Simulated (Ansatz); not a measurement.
**C₃H₅FS: a few dozen steps of dynamics**

What does C₃H₅FS do in its first 20 fs with a Nosé-Hoover thermostat, with the temperature set to 1000 K?

Computed with Ansatz 0.2.0, Gaussian basis. Level: BLYP/def2-SVP.

### 1 The relaxed structure

The structure was relaxed beforehand with PBE0-D4 in a triple-zeta def2 set.

SMILES `C=C(F)CS`, 10 atoms, charge 0, spin multiplicity 1.

Atoms are counted from 1 here; the program's logs count them from 0.

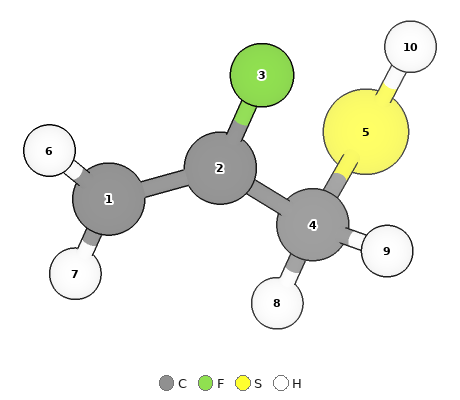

The structure; carbon grey, fluorine green, sulfur yellow, hydrogen white; atoms are numbered from 1 in the order of the file.

### 2 Dynamics

in.yaml reads:

```yaml
crystal:
  periodic: [false, false, false]
  atoms:
    - {symbol: C, position_ang: [-0.482070, 1.145064, 1.136016]}
    - {symbol: C, position_ang: [0.164578, 0.159598, 0.541206]}
    - {symbol: F, position_ang: [1.409290, -0.162998, 0.936639]}
    - {symbol: C, position_ang: [-0.309983, -0.707469, -0.561200]}
    - {symbol: S, position_ang: [0.616544, -0.480870, -2.110123]}
    - {symbol: H, position_ang: [-0.025187, 1.706769, 1.939490]}
    - {symbol: H, position_ang: [-1.481375, 1.403892, 0.816729]}
    - {symbol: H, position_ang: [-1.345314, -0.465480, -0.798923]}
    - {symbol: H, position_ang: [-0.264036, -1.757907, -0.265495]}
    - {symbol: H, position_ang: [1.800753, -0.891899, -1.631539]}
basis:
  gaussian: {orbitals: def2-SVP}
hamiltonian: {xc: {name: BLYP}}
md: {timestep: 1 fs, n_steps: 20, ensemble: nvt_nose_hoover, temperature: 1000, initial_velocities: maxwell_boltzmann, seed: 308}
```

Command:

```sh
ansatz run in.yaml --threads 4 --pin off --events-out ev --progress --plain --max-ram 10444MiB
```

Output:

```text
Functional definition: BLYP
  name "BLYP"
  cite "Becke, Phys. Rev. A 38, 3098 (1988) doi:10.1103/PhysRevA.38.3098"
  cite "Lee, Yang & Parr, Phys. Rev. B 37, 785 (1988) doi:10.1103/PhysRevB.37.785"
  parameter beta = 0.0042
  parameter a = 0.04918
  parameter b = 0.132
  parameter c = 0.2533
  parameter d = 0.349
  exchange = b88_x(beta = beta)
  correlation = lyp_c(a = a, b = b, c = c, d = d)
1117 factors; their error is unknown
mean field evaluation 1: about -16724.8491 eV, gradient 6.0e1 eV
mean field evaluation 2: about -16712.7940 eV, gradient 8.4e1 eV
mean field evaluation 4: about -16733.9682 eV, gradient 8.3e0 eV
mean field evaluation 8: about -16734.1139 eV, gradient 2.5e-1 eV
mean field evaluation 16: about -16734.0464 eV, gradient 4.4e-4 eV
mean field -16734.04638364 eV, -614.9648618549 hartree, gradient 3.2e-5 eV, S^2 0.000000; 0 other end points of the search recorded, 0 dependent functions left out
the calculation of the forces begins
reference -16734.04666454 eV, -614.9648721775 hartree; 24, 24 occupied and 75, 75 virtual orbitals, 1117 factors
md step     0: t =     0.00 fs  T =  1000.0 K  F+E_penalty+E_count = -16734.04638364 eV  E_kin = 1.034080 eV  conserved = -16733.01230365 eV  (29 SCF iters)
these checks for a lower state are left out or cut short: starts, cluster_reference, orbital_swaps, neighbouring_geometries, increment
1117 factors; their error is unknown
mean field -16733.96925021 eV, -614.9620272536 hartree, gradient 2.2e-5 eV, S^2 0.000000; 0 other end points of the search recorded, 0 dependent functions left out
the calculation of the forces begins
reference -16733.96953060 eV, -614.9620375576 hartree; 24, 24 occupied and 75, 75 virtual orbitals, 1117 factors
md step     1: t =     1.00 fs  T =   927.6 K  F+E_penalty+E_count = -16733.96925021 eV  E_kin = 0.959232 eV  conserved = -16733.01001988 eV  (31 SCF iters)
these checks for a lower state are left out or cut short: starts, cluster_reference, orbital_swaps, neighbouring_geometries, increment
1117 factors; their error is unknown
mean field evaluation 32: about -16733.8144 eV, gradient 2.3e-5 eV
mean field -16733.81443924 eV, -614.9563380554 hartree, gradient 2.3e-5 eV, S^2 0.000000; 0 other end points of the search recorded, 0 dependent functions left out
the calculation of the forces begins
reference -16733.81471955 eV, -614.9563483566 hartree; 24, 24 occupied and 75, 75 virtual orbitals, 1117 factors
md step     2: t =     2.00 fs  T =   782.0 K  F+E_penalty+E_count = -16733.81443924 eV  E_kin = 0.808641 eV  conserved = -16733.00581512 eV  (31 SCF iters)
these checks for a lower state are left out or cut short: starts, cluster_reference, orbital_swaps, neighbouring_geometries, increment
1117 factors; their error is unknown
mean field -16733.64609250 eV, -614.9501514266 hartree, gradient 2.4e-5 eV, S^2 0.000000; 0 other end points of the search recorded, 0 dependent functions left out
the calculation of the forces begins
reference -16733.64637321 eV, -614.9501617424 hartree; 24, 24 occupied and 75, 75 virtual orbitals, 1117 factors
md step     3: t =     3.00 fs  T =   621.8 K  F+E_penalty+E_count = -16733.64609250 eV  E_kin = 0.642952 eV  conserved = -16733.00320150 eV  (31 SCF iters)
these checks for a lower state are left out or cut short: starts, cluster_reference, orbital_swaps, neighbouring_geometries, increment
1117 factors; their error is unknown
mean field -16733.50785603 eV, -614.9450713300 hartree, gradient 2.4e-5 eV, S^2 0.000000; 0 other end points of the search recorded, 0 dependent functions left out
the calculation of the forces begins
reference -16733.50813717 eV, -614.9450816617 hartree; 24, 24 occupied and 75, 75 virtual orbitals, 1117 factors
md step     4: t =     4.00 fs  T =   489.0 K  F+E_penalty+E_count = -16733.50785603 eV  E_kin = 0.505696 eV  conserved = -16733.00229834 eV  (31 SCF iters)
these checks for a lower state are left out or cut short: starts, cluster_reference, orbital_swaps, neighbouring_geometries, increment
1117 factors; their error is unknown
mean field -16733.41609236 eV, -614.9416990775 hartree, gradient 2.5e-5 eV, S^2 0.000000; 0 other end points of the search recorded, 0 dependent functions left out
the calculation of the forces begins
reference -16733.41637344 eV, -614.9417094070 hartree; 24, 24 occupied and 75, 75 virtual orbitals, 1117 factors
md step     5: t =     5.00 fs  T =   400.5 K  F+E_penalty+E_count = -16733.41609236 eV  E_kin = 0.414190 eV  conserved = -16733.00214894 eV  (31 SCF iters)
these checks for a lower state are left out or cut short: starts, cluster_reference, orbital_swaps, neighbouring_geometries, increment
1117 factors; their error is unknown
mean field -16733.37155496 eV, -614.9400623582 hartree, gradient 2.5e-5 eV, S^2 0.000000; 0 other end points of the search recorded, 0 dependent functions left out
the calculation of the forces begins
reference -16733.37183543 eV, -614.9400726653 hartree; 24, 24 occupied and 75, 75 virtual orbitals, 1117 factors
md step     6: t =     6.00 fs  T =   356.7 K  F+E_penalty+E_count = -16733.37155496 eV  E_kin = 0.368860 eV  conserved = -16733.00308069 eV  (31 SCF iters)
these checks for a lower state are left out or cut short: starts, cluster_reference, orbital_swaps, neighbouring_geometries, increment
1117 factors; their error is unknown
mean field evaluation 64: about -16733.3587 eV, gradient 2.6e-1 eV
mean field -16733.35883365 eV, -614.9395948587 hartree, gradient 2.6e-5 eV, S^2 0.000000; 0 other end points of the search recorded, 0 dependent functions left out
the calculation of the forces begins
reference -16733.35911336 eV, -614.9396051378 hartree; 24, 24 occupied and 75, 75 virtual orbitals, 1117 factors
md step     7: t =     7.00 fs  T =   343.2 K  F+E_penalty+E_count = -16733.35883365 eV  E_kin = 0.354907 eV  conserved = -16733.00448752 eV  (31 SCF iters)
these checks for a lower state are left out or cut short: starts, cluster_reference, orbital_swaps, neighbouring_geometries, increment
1117 factors; their error is unknown
mean field -16733.35928984 eV, -614.9396116233 hartree, gradient 2.6e-5 eV, S^2 0.000000; 0 other end points of the search recorded, 0 dependent functions left out
the calculation of the forces begins
reference -16733.35956889 eV, -614.9396218782 hartree; 24, 24 occupied and 75, 75 virtual orbitals, 1117 factors
md step     8: t =     8.00 fs  T =   344.6 K  F+E_penalty+E_count = -16733.35928984 eV  E_kin = 0.356298 eV  conserved = -16733.00377251 eV  (31 SCF iters)
these checks for a lower state are left out or cut short: starts, cluster_reference, orbital_swaps, neighbouring_geometries, increment
1117 factors; their error is unknown
mean field -16733.38594348 eV, -614.9405911265 hartree, gradient 2.6e-5 eV, S^2 0.000000; 0 other end points of the search recorded, 0 dependent functions left out
the calculation of the forces begins
reference -16733.38622207 eV, -614.9406013646 hartree; 24, 24 occupied and 75, 75 virtual orbitals, 1117 factors
md step     9: t =     9.00 fs  T =   373.2 K  F+E_penalty+E_count = -16733.38594348 eV  E_kin = 0.385877 eV  conserved = -16733.00112434 eV  (31 SCF iters)
these checks for a lower state are left out or cut short: starts, cluster_reference, orbital_swaps, neighbouring_geometries, increment
1117 factors; their error is unknown
mean field -16733.47459335 eV, -614.9438489493 hartree, gradient 2.5e-5 eV, S^2 0.000000; 0 other end points of the search recorded, 0 dependent functions left out
the calculation of the forces begins
reference -16733.47487180 eV, -614.9438591821 hartree; 24, 24 occupied and 75, 75 virtual orbitals, 1117 factors
md step    10: t =    10.00 fs  T =   458.4 K  F+E_penalty+E_count = -16733.47459335 eV  E_kin = 0.474063 eV  conserved = -16733.00196502 eV  (31 SCF iters)
these checks for a lower state are left out or cut short: starts, cluster_reference, orbital_swaps, neighbouring_geometries, increment
1117 factors; their error is unknown
mean field evaluation 96: about -16733.6095 eV, gradient 2.4e-5 eV
mean field -16733.60953818 eV, -614.9488080800 hartree, gradient 2.4e-5 eV, S^2 0.000000; 0 other end points of the search recorded, 0 dependent functions left out
the calculation of the forces begins
reference -16733.60981690 eV, -614.9488183231 hartree; 24, 24 occupied and 75, 75 virtual orbitals, 1117 factors
md step    11: t =    11.00 fs  T =   584.2 K  F+E_penalty+E_count = -16733.60953818 eV  E_kin = 0.604062 eV  conserved = -16733.00744081 eV  (31 SCF iters)
these checks for a lower state are left out or cut short: starts, cluster_reference, orbital_swaps, neighbouring_geometries, increment
1117 factors; their error is unknown
mean field -16733.70935118 eV, -614.9524761403 hartree, gradient 2.3e-5 eV, S^2 0.000000; 0 other end points of the search recorded, 0 dependent functions left out
the calculation of the forces begins
reference -16733.70963057 eV, -614.9524864077 hartree; 24, 24 occupied and 75, 75 virtual orbitals, 1117 factors
md step    12: t =    12.00 fs  T =   677.4 K  F+E_penalty+E_count = -16733.70935118 eV  E_kin = 0.700515 eV  conserved = -16733.01149737 eV  (31 SCF iters)
these checks for a lower state are left out or cut short: starts, cluster_reference, orbital_swaps, neighbouring_geometries, increment
1117 factors; their error is unknown
mean field -16733.71191105 eV, -614.9525702138 hartree, gradient 2.1e-5 eV, S^2 0.000000; 0 other end points of the search recorded, 0 dependent functions left out
the calculation of the forces begins
reference -16733.71219130 eV, -614.9525805128 hartree; 24, 24 occupied and 75, 75 virtual orbitals, 1117 factors
md step    13: t =    13.00 fs  T =   682.1 K  F+E_penalty+E_count = -16733.71191105 eV  E_kin = 0.705322 eV  conserved = -16733.01004663 eV  (31 SCF iters)
these checks for a lower state are left out or cut short: starts, cluster_reference, orbital_swaps, neighbouring_geometries, increment
1117 factors; their error is unknown
mean field -16733.63728626 eV, -614.9498278032 hartree, gradient 2.1e-5 eV, S^2 0.000000; 0 other end points of the search recorded, 0 dependent functions left out
the calculation of the forces begins
reference -16733.63756747 eV, -614.9498381375 hartree; 24, 24 occupied and 75, 75 virtual orbitals, 1117 factors
md step    14: t =    14.00 fs  T =   615.9 K  F+E_penalty+E_count = -16733.63728626 eV  E_kin = 0.636927 eV  conserved = -16733.00462246 eV  (31 SCF iters)
these checks for a lower state are left out or cut short: starts, cluster_reference, orbital_swaps, neighbouring_geometries, increment
1117 factors; their error is unknown
mean field -16733.56575892 eV, -614.9471992219 hartree, gradient 2.0e-5 eV, S^2 0.000000; 0 other end points of the search recorded, 0 dependent functions left out
the calculation of the forces begins
reference -16733.56604112 eV, -614.9472095926 hartree; 24, 24 occupied and 75, 75 virtual orbitals, 1117 factors
md step    15: t =    15.00 fs  T =   551.6 K  F+E_penalty+E_count = -16733.56575892 eV  E_kin = 0.570419 eV  conserved = -16733.00037443 eV  (31 SCF iters)
these checks for a lower state are left out or cut short: starts, cluster_reference, orbital_swaps, neighbouring_geometries, increment
1117 factors; their error is unknown
mean field evaluation 128: about -16733.5603 eV, gradient 1.2e-4 eV
mean field -16733.56033969 eV, -614.9470000689 hartree, gradient 2.0e-5 eV, S^2 0.000000; 0 other end points of the search recorded, 0 dependent functions left out
the calculation of the forces begins
reference -16733.56062277 eV, -614.9470104719 hartree; 24, 24 occupied and 75, 75 virtual orbitals, 1117 factors
md step    16: t =    16.00 fs  T =   546.3 K  F+E_penalty+E_count = -16733.56033969 eV  E_kin = 0.564916 eV  conserved = -16733.00123538 eV  (31 SCF iters)
these checks for a lower state are left out or cut short: starts, cluster_reference, orbital_swaps, neighbouring_geometries, increment
1117 factors; their error is unknown
mean field -16733.60909791 eV, -614.9487919004 hartree, gradient 2.0e-5 eV, S^2 0.000000; 0 other end points of the search recorded, 0 dependent functions left out
the calculation of the forces begins
reference -16733.60938164 eV, -614.9488023273 hartree; 24, 24 occupied and 75, 75 virtual orbitals, 1117 factors
md step    17: t =    17.00 fs  T =   590.0 K  F+E_penalty+E_count = -16733.60909791 eV  E_kin = 0.610147 eV  conserved = -16733.00562146 eV  (31 SCF iters)
these checks for a lower state are left out or cut short: starts, cluster_reference, orbital_swaps, neighbouring_geometries, increment
1117 factors; their error is unknown
mean field -16733.64700233 eV, -614.9501848625 hartree, gradient 2.0e-5 eV, S^2 0.000000; 0 other end points of the search recorded, 0 dependent functions left out
the calculation of the forces begins
reference -16733.64728645 eV, -614.9501953034 hartree; 24, 24 occupied and 75, 75 virtual orbitals, 1117 factors
1117 factors; their error is unknown
mean field evaluation 160: about -16733.6470 eV, gradient 1.2e-3 eV
mean field -16733.64700233 eV, -614.9501848625 hartree, gradient 2.3e-5 eV, S^2 0.000000; 1 other end points of the search recorded, 0 dependent functions left out
the calculation of the forces begins
reference -16733.64728645 eV, -614.9501953034 hartree; 24, 24 occupied and 75, 75 virtual orbitals, 1117 factors
md step    18: t =    18.00 fs  T =   624.5 K  F+E_penalty+E_count = -16733.64700233 eV  E_kin = 0.645830 eV  conserved = -16733.00881339 eV  (30 SCF iters)
these checks for a lower state are left out or cut short: starts, cluster_reference, orbital_swaps, neighbouring_geometries, increment
1117 factors; their error is unknown
mean field -16733.62757478 eV, -614.9494709132 hartree, gradient 2.0e-5 eV, S^2 0.000000; 0 other end points of the search recorded, 0 dependent functions left out
the calculation of the forces begins
reference -16733.62785911 eV, -614.9494813620 hartree; 24, 24 occupied and 75, 75 virtual orbitals, 1117 factors
md step    19: t =    19.00 fs  T =   608.5 K  F+E_penalty+E_count = -16733.62757478 eV  E_kin = 0.629266 eV  conserved = -16733.00698532 eV  (31 SCF iters)
these checks for a lower state are left out or cut short: starts, cluster_reference, orbital_swaps, neighbouring_geometries, increment
1117 factors; their error is unknown
mean field -16733.57953909 eV, -614.9477056339 hartree, gradient 2.0e-5 eV, S^2 0.000000; 0 other end points of the search recorded, 0 dependent functions left out
the calculation of the forces begins
reference -16733.57982366 eV, -614.9477160918 hartree; 24, 24 occupied and 75, 75 virtual orbitals, 1117 factors
1117 factors; their error is unknown
mean field evaluation 192: about -16733.5795 eV, gradient 1.9e-2 eV
mean field -16733.57953909 eV, -614.9477056339 hartree, gradient 2.3e-5 eV, S^2 0.000000; 1 other end points of the search recorded, 0 dependent functions left out
the calculation of the forces begins
reference -16733.57982366 eV, -614.9477160918 hartree; 24, 24 occupied and 75, 75 virtual orbitals, 1117 factors
md step    20: t =    20.00 fs  T =   568.4 K  F+E_penalty+E_count = -16733.57953909 eV  E_kin = 0.587808 eV  conserved = -16733.00144544 eV  (30 SCF iters)
Total energy: -16733.57982366 eV, -614.9477160918 hartree
Atom 0 at    -0.465590     1.216839     1.109175 Å, force     0.301172    -0.760001    -0.670888 eV/Å
Atom 1 at     0.122525     0.191902     0.493721 Å, force     2.822105    -1.765258     1.604922 eV/Å
Atom 2 at     1.441706    -0.199891     1.081626 Å, force    -2.099331     0.513937    -1.239684 eV/Å
Atom 3 at    -0.291114    -0.813904    -0.551701 Å, force     1.136149     2.801179    -0.015006 eV/Å
Atom 4 at     0.583431    -0.463817    -2.171554 Å, force     1.051036    -0.034772     0.132337 eV/Å
Atom 5 at     0.062119     1.625505     1.973083 Å, force    -0.295147     0.562753     0.049927 eV/Å
Atom 6 at    -1.401549     1.491697     0.643483 Å, force    -0.710078     0.727679     0.372413 eV/Å
Atom 7 at    -1.346166    -0.649194    -0.680535 Å, force    -1.046433    -0.334996    -0.533339 eV/Å
Atom 8 at    -0.009562    -1.787070    -0.258145 Å, force     0.096883    -1.706012     0.698918 eV/Å
Atom 9 at     1.902089    -0.504505    -1.623996 Å, force    -1.256356    -0.004510    -0.399601 eV/Å
Dipole moment:    -0.284583    -0.023417     0.065931 e Å
```

Wall time 19 s (4 threads, shared host).

### 3 The trajectory

Step by step, with energies from the first frame:

```csv
time (fs),T (K),potential (meV),conserved (meV),C2–F3 (Å)
0.0,1000,0.0,0.00,1.345
1.0,928,77.1,2.28,1.326
2.0,782,231.9,6.49,1.309
3.0,622,400.3,9.10,1.295
4.0,489,538.5,10.01,1.284
5.0,401,630.3,10.15,1.279
6.0,357,674.8,9.22,1.279
7.0,343,687.6,7.82,1.284
8.0,345,687.1,8.53,1.295
9.0,373,660.4,11.18,1.311
10.0,458,571.8,10.34,1.330
11.0,584,436.8,4.86,1.352
12.0,677,337.0,0.81,1.375
13.0,682,334.5,2.26,1.398
14.0,616,409.1,7.68,1.421
15.0,552,480.6,11.93,1.441
16.0,546,486.0,11.07,1.459
17.0,590,437.3,6.68,1.474
18.0,625,399.4,3.49,1.485
19.0,609,418.8,5.32,1.493
20.0,568,466.8,10.86,1.496
```

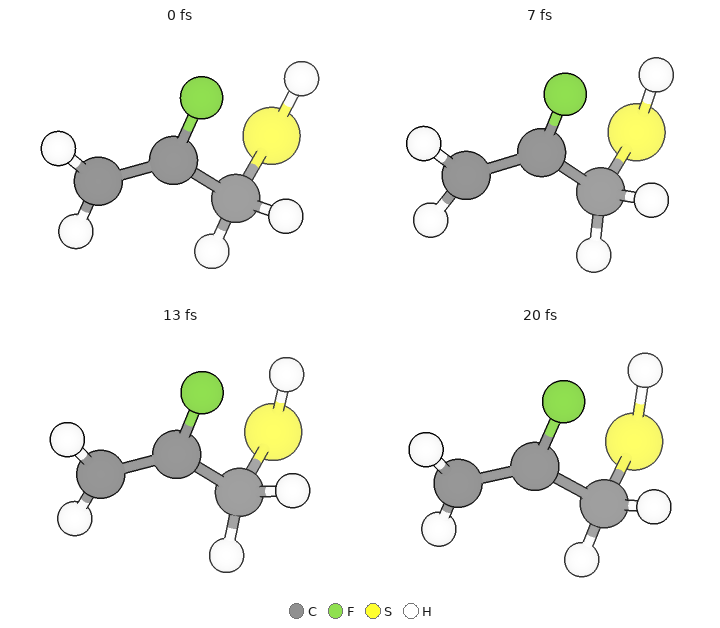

Four frames; sticks are those of the first frame.

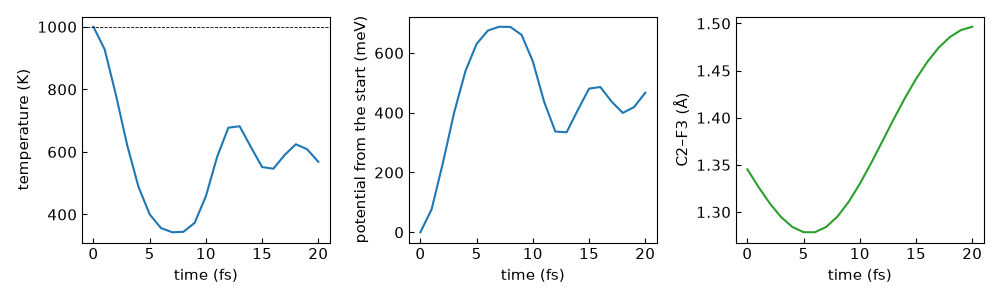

Temperature (the set value dashed), potential energy and the bond that swings most.

Positions (Å) and forces (eV/Å) at 20.0 fs:

```xyz
10

C    -0.466    1.217    1.109    0.301   -0.760   -0.671
C     0.123    0.192    0.494    2.822   -1.765    1.605
F     1.442   -0.200    1.082   -2.099    0.514   -1.240
C    -0.291   -0.814   -0.552    1.136    2.801   -0.015
S     0.583   -0.464   -2.172    1.051   -0.035    0.132
H     0.062    1.626    1.973   -0.295    0.563    0.050
H    -1.402    1.492    0.643   -0.710    0.728    0.372
H    -1.346   -0.649   -0.681   -1.046   -0.335   -0.533
H    -0.010   -1.787   -0.258    0.097   -1.706    0.699
H     1.902   -0.505   -1.624   -1.256   -0.005   -0.400
```

### 4 Results

```
                              quantity                          value
                                length             20 steps of 1.0 fs
     temperature, first and last frame                    1000, 568 K
              temperature, second half  mean 592 K, from 458 to 682 K
                swing of the potential                        688 meV
largest change of the conserved energy                      11.93 meV
                        range of C2–F3               1.279 to 1.496 Å
```

In words: From 1000 K at the start the temperature swings between 343 and 1000 K: with 10 atoms it has no steady value yet; starting near a minimum, about half of the kinetic energy flows into the potential. The conserved energy moves by 11.93 meV, 1.7 % of the potential's swing, so the step is short enough for this stretch. C2–F3 swings most, by 0.22 Å; no bond breaks. A run of 20 fs gives no averages.
